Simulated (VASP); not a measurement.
Band structure of SiMo₃ (space group Pm-3n). Calculation: PBE GGA, VASP's PBE PAW potentials (set 64) (plane waves; VASP 6.6.1).

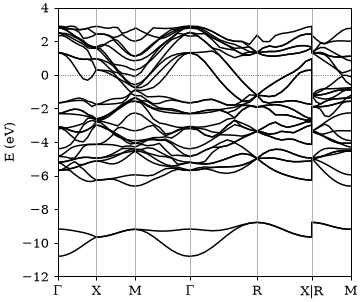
Figure. Bands along high-symmetry lines, zero at the valence-band maximum or, without a gap, the Fermi level

Q: Read the plot: is there a gap, and where are the band edges?

A: It has no gap at this level: it comes out as a metal or semimetal.

The structure comes from a computed database's SiMo3 entry; how it stands against other phases isn't given here. The cell was not relaxed at this level.
